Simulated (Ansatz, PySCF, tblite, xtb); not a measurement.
Dissociation curve of SiBe, lowest singlet found (which spin is the ground state isn't settled by this scan).

GFN2-xTB, 300 K electronic temperature (tblite); RMP2 = Ansatz (a quantum-chemistry and plane-wave program) with MP2 on RHF/aug-cc-pVDZ, frozen core; RHF/STO-3G = PySCF 2.14.0 with restricted Hartree-Fock/STO-3G; GFN1-xTB (xtb).

Energies are in kcal/mol, each relative to the lowest point of its own curve between 1.81 and 2.46 Å, where full CI is lowest.

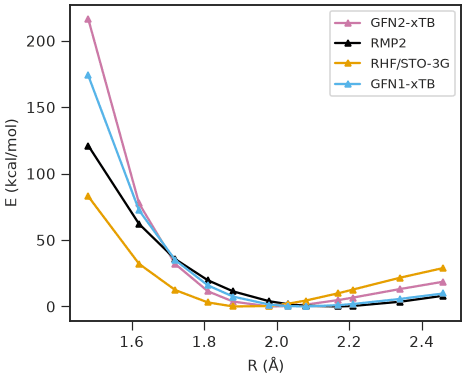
Figure: Energy against bond length for each method.

```csv
R / Å,GFN2-xTB,RMP2,RHF/STO-3G,GFN1-xTB
1.48,216.4,121.1,82.9,173.8
1.62,77.6,62.1,32.1,72.4
1.72,32.0,35.6,12.3,34.9
1.81,11.4,19.7,3.0,15.9
1.88,3.6,11.3,0.0,7.4
1.98,0.0,3.9,0.3,1.4
2.03,0.3,1.8,2.0,0.3
2.08,1.4,0.5,4.4,0.0
2.17,4.8,0.0,10.0,1.0
2.21,6.7,0.4,12.7,1.8
2.34,13.1,3.6,21.6,5.7
2.46,18.7,8.1,29.0,9.8
```

At the longest distance, 2.46 Å, RHF/STO-3G lies highest above its minimum (29.0 kcal/mol) and RMP2 lowest (8.1 kcal/mol).

The scan ran from 1.48 to 7.02 Å; beyond the distances shown full CI changes its symmetry label. The restricted form behind RMP2, RHF/STO-3G keeps the bonding electrons paired and can't separate into open-shell fragments. The T1 diagnostic of CCSD on the restricted reference of RMP2 exceeds 0.045 at 1.48 to 1.72, 2.46 Å.
